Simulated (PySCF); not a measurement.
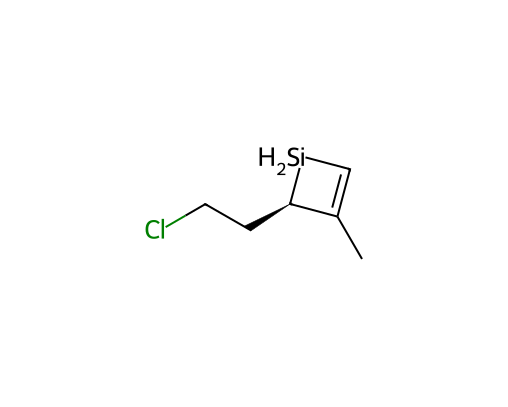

The geometry was computed by an optimisation with GFN2-xTB. No frequency run is at hand to confirm it as a minimum. Properties computed with PBE0/pcSseg-1, gas phase (PySCF 2.14.0).

Give the HOMO–LUMO gap at this level.

7.42 eV.

Give the HOMO energy (Kohn–Sham orbital) at this level.

−7.21 eV.

Give the dipole moment at this level.

2.52 D.

The geometry is semi-empirical. Around Si such bond lengths and angles can be off by a tenth of an ångström or more and by several degrees, and values that hang on the shape move with them.
